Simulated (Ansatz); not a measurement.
The calculation's input:

```
crystal:
  periodic: [false, false, false]
  atoms:
    - { symbol: B, position_ang: [-0.99378, -1.10627, 0.12223] }
    - { symbol: C, position_ang: [-0.19678, -0.01779, -0.00669] }
    - { symbol: Si, position_ang: [0.67236, 1.48299, -0.24296] }
    - { symbol: H, position_ang: [-1.60368, -2.07112, 0.24934] }
    - { symbol: H, position_ang: [2.12189, 1.71218, -0.12192] }
magnetization:
  spin_polarized: true
  initial_magnetization: 1
basis:
  gaussian: { orbitals: def2-SVP }
hamiltonian:
  xc: pbe0
relax:
  f_tol: 0.02
  max_steps: 50
output:
  orbitals: {}
```

Launched as:

```sh
ansatz run input.yaml --threads 1 --pin off --max-ram 2048MiB --backend cpu --events-out ev --progress --plain --runs-dir out
```

The fields are those of the relaxed geometry.

All numbers below come from Ansatz, UKS PBE0/def2-SVP.

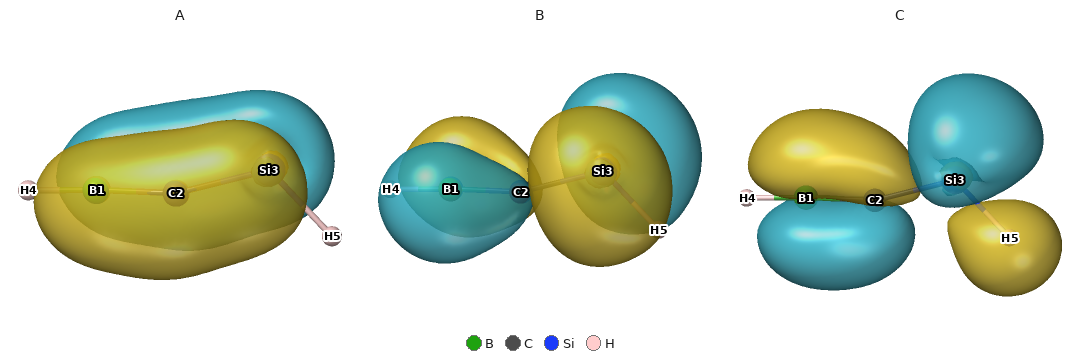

CH2BSi (doublet). Three frontier orbitals at ±0.08 Å⁻³ᐟ² (yellow and cyan are the two phases), in no order.

> Which picture is the HOMO−1, the HOMO and the LUMO? All are α orbitals.

A is the HOMO−1 (α) (−7.44 eV). Its weight (Hirshfeld) is mainly on C2 (about 50 %), Si3 (about 25 %) and B1 (about 25 %); it changes sign across the molecular plane (π type); π-bonding across B1–C2 and C2–Si3. C is the HOMO (α) (−6.31 eV). Its weight (Hirshfeld) is mainly on Si3 (about 40 %), C2 (about 25 %), B1 (about 25 %) and H5 (about 10 %); it is symmetric in the molecular plane (an in-plane orbital: σ, lone-pair or in-plane π type). B is the LUMO (α) (−2.71 eV). By Hirshfeld shares it lies mainly on Si3 (about 60 %), B1 (about 25 %) and C2 (about 10 %); it changes sign across the molecular plane (π type); π-bonding across B1–C2.

> What is the gap between the highest occupied and lowest empty α orbitals?

3.60 eV between the orbital energies.
